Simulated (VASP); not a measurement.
Band structure of BaS₂ (space group C2/c). These are r2SCAN meta-GGA, VASP's PBE PAW potentials (set 64) (plane waves; VASP) values and carry that method's errors.

Unless said otherwise, spin-orbit coupling is left out, though it shifts the bands of the heavy elements here.

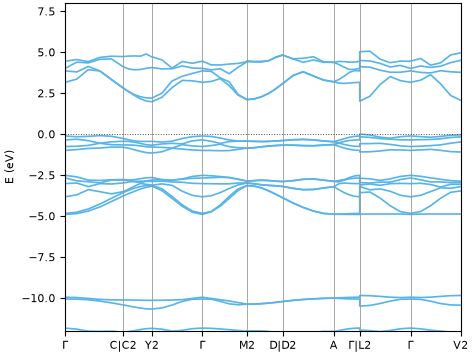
Fig. 1. Bands along high-symmetry lines, zero at the valence-band maximum or, without a gap, the Fermi level

Question: Read the plot: is there a gap, and where are the band edges?

Answer: The gap is indirect, 1.97 eV, from the valence maximum at L2 to the conduction minimum at Y2.

The structure comes from a computed database's BaS2 entry (C2/c); how it stands against other phases isn't given here. It was relaxed first.
